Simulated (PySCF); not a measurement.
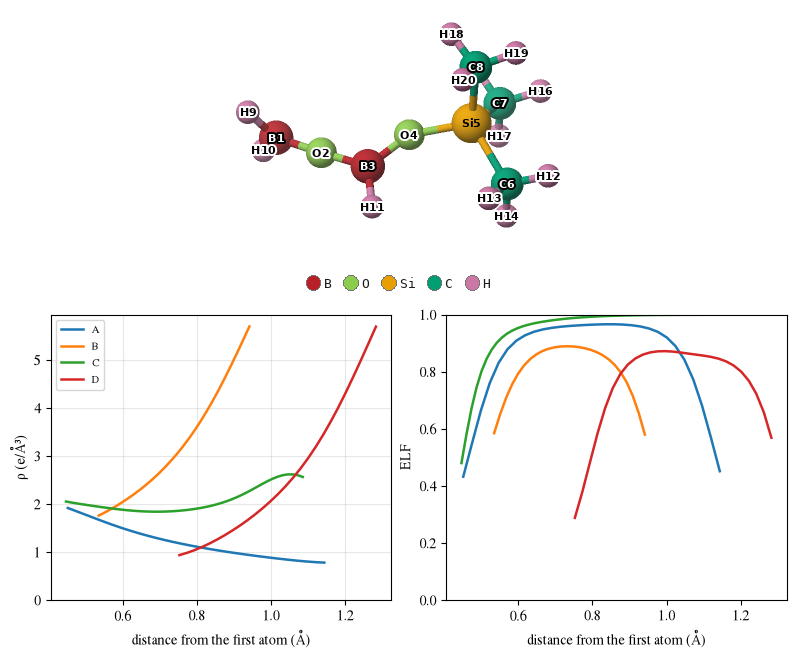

*C$_{3}$H$_{12}$B$_{2}$O$_{2}$Si. Electron density and ELF along straight lines between neighbouring atoms. The curves leave out the atomic cores. The structure is drawn too.*

Geometry: GFN2-xTB.

Level of theory: PBE0/pcSseg-1, SCF density, gas phase, non-relativistic in PySCF 2.14.0.

Input file:

```
{"job": {"kind": "nmr", "xc": "PBE0", "basis": "pcSseg-1"}, "charge": 0, "multiplicity": 1}
B      4.126044     0.314114    -0.220209
O      2.948183    -0.148282    -0.512932
B      1.737388    -0.581971    -0.787604
O      0.675428    -0.035857    -0.180219
Si    -0.942295     0.025859    -0.004919
C     -1.799804    -1.466564    -0.831801
C     -1.269060     0.013092     1.872533
C     -1.526913     1.651551    -0.813531
H      4.575183     1.210855    -0.845813
H      4.746959    -0.178303     0.656396
H      1.607836    -1.458618    -1.573536
H     -2.881478    -1.398878    -0.772890
H     -1.532139    -1.537344    -1.882405
H     -1.505244    -2.400213    -0.360198
H     -0.723467     0.805188     2.376673
H     -2.324323     0.156443     2.082290
H     -0.970384    -0.927576     2.326665
H     -0.953451     2.501359    -0.454442
H     -2.571935     1.844689    -0.592096
H     -1.421676     1.621134    -1.894694
```

Run with:

```sh
OMP_NUM_THREADS=1 python probes_run.py task.json out
```

Question: Which curve belongs to which contact (B–O, C–H, C–Si and Si–O)? The first atom named is at distance zero.

Answer: Curve A: C–Si (1.91 Å): ρ is about 0.93 e/Å³ halfway; the ELF peaks at about 0.95 between the atoms; localised, covalent bonding. Curve B: B–O (1.30 Å): ρ is about 2.3 e/Å³ halfway; the ELF peaks at about 0.90 between the atoms: a short, strongly polar bond. Curve C: C–H (1.09 Å): ρ is about 1.9 e/Å³ halfway; the ELF climbs to about 1 towards the hydrogen, as it does in any bond to H (an ordinary covalent bond to hydrogen). Curve D: Si–O (1.63 Å): the density is about 1.1 e/Å³ at the midpoint; the ELF peaks at about 0.85 between the atoms, as expected for a short, strongly polar bond.
